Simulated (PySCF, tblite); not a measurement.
**C₄H₉FSSi: geometry, infrared bands and NMR shifts**

What infrared bands and NMR shifts should C₄H₉FSSi (`CCS[SiH2]/C=C\F`) show?

Computed with tblite 0.8.0 and PySCF 2.14.0, with density-fitted response routines of our own, on a single molecule in the gas phase. Atoms are numbered from 0 throughout.

## Step 1: The starting structure

16 atoms, charge 0, multiplicity 1; geometry from: force field or distance geometry start.

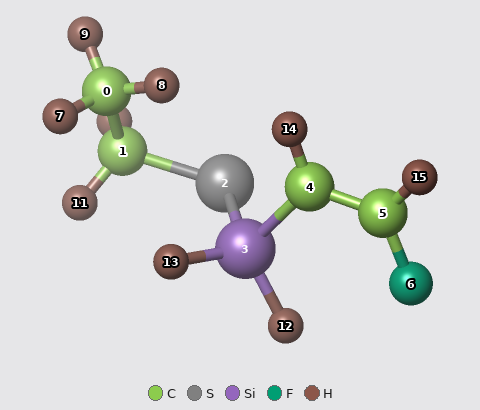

The starting geometry (carbon green, sulfur grey, silicon purple, fluorine teal, hydrogen brown), atoms numbered.

## Step 2: Optimising the geometry with GFN2-xTB

The job: settings as JSON, then the geometry in Å.

```
{"job": {"kind": "relax", "xc": "GFN2-xTB", "basis": "xTB"}, "charge": 0, "multiplicity": 1}
C     -2.313000     0.612300     0.506300
C     -2.211500    -0.690700    -0.269300
S     -0.586500    -0.755800    -1.062200
Si     0.979300    -0.888600     0.373400
C      1.904500     0.718300     0.331000
C      3.183600     0.705800    -0.073200
F      3.824400    -0.434600    -0.427600
H     -2.412700     0.379700     1.611200
H     -1.354200     1.141800     0.392500
H     -3.193300     1.195400     0.159200
H     -2.987700    -0.698900    -1.065900
H     -2.354800    -1.554600     0.452300
H      1.910300    -2.008000     0.059600
H      0.458200    -1.013200     1.755300
H      1.426900     1.664500     0.601200
H      3.718900     1.635600    -0.087700
```

Command:

```console
> OMP_NUM_THREADS=1 python probes_run.py task.json out
```

This one command runs all jobs of the session in turn.

**Question.** This job is followed by: GFN2-xTB harmonic vibrations, gas phase; GIAO PBE0/pcSseg-1 NMR shielding, non-relativistic, gas phase. Predict these results of the whole session: strongest single infrared mode (GFN2-xTB); zero-point energy (GFN2-xTB); 13C shifts against TMS (PBE0/pcSseg-1); 1H shifts against TMS (PBE0/pcSseg-1, means over atoms taken as alike); 33S shifts against CS2 (PBE0/pcSseg-1); 29Si shifts against TMS (PBE0/pcSseg-1); 19F shifts against CFCl3 (PBE0/pcSseg-1).

As calculated:

| quantity | value |
| --- | --- |
| strongest single infrared mode (GFN2-xTB) | 712 cm⁻¹, 369 km/mol |
| zero-point energy (GFN2-xTB) | 73.4 kcal/mol |
| 13C shifts against TMS (PBE0/pcSseg-1) | 168.4, 112.9, 32.5, 22.2 ppm |
| 1H shifts against TMS (PBE0/pcSseg-1, means over atoms taken as alike) | 7.14, 5.22, 5.08, 2.64, 1.33 ppm |
| 33S shifts against CS2 (PBE0/pcSseg-1) | -124 ppm |
| 29Si shifts against TMS (PBE0/pcSseg-1) | -36.1 ppm |
| 19F shifts against CFCl3 (PBE0/pcSseg-1) | -83.3 ppm |

Relaxing lowered the energy by 0.604 eV in 181 steps; the close pair that moved most is C1–H11, from 1.135 to 1.090 Å. No mode is imaginary among the 42: a minimum at this level. The strongest single mode, at 712 cm⁻¹, moves mainly H13 and H12. GFN2-xTB is a fitted tight-binding method: band positions and strengths are rough. Its intensities can rank the bands wrongly. At PBE0/pcSseg-1: Shielding is most anisotropic at S2 (span 311 ppm, paramagnetic term -431 ppm).
